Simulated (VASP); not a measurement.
Band structure of ZnNiF$_{6}$ (space group R-3). Computed with LDA (Ceperley-Alder, Perdew-Zunger), VASP's LDA PAW potentials (set 64) (plane waves; VASP).

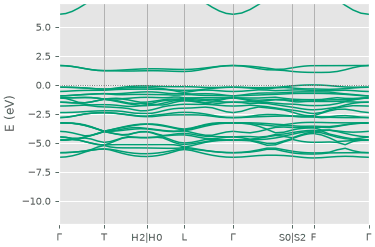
Fig. 1. Bands along high-symmetry lines, zero at the valence-band maximum or, without a gap, the Fermi level

Question: Read the plot: is there a gap, and where are the band edges?

Answer: The gap is indirect, 1.07 eV, from the valence maximum at F to the conduction minimum at F-Γ at 0.14.

The structure comes from a computed database's ZnNiF6 entry (R-3); how it stands against other phases isn't given here. The cell was not relaxed at this level. The run is not spin-polarised, so no magnetic state was tried.
